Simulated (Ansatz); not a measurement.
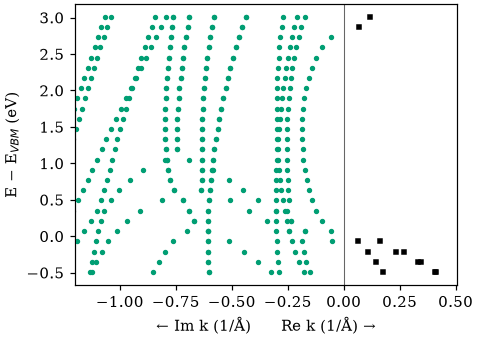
Complex bands at the centre of the two-dimensional zone; r2SCAN (Ansatz, a quantum-chemistry and plane-wave program)

The gap is the functional's own. No spin-orbit coupling. Mid-gap values are interpolated on the energy grid.

This is ZnS (P6_3mc, wurtzite, 4 atoms a cell, 19.6 Å³ an atom) along the normal of (110). Read off the slowest decay at the centre of the two-dimensional zone at 1.33 eV, the computed energy nearest the middle of the gap.

κ ≈ 0.19 1/Å, a decay length 1/(2κ) of the density of 2.7 Å.
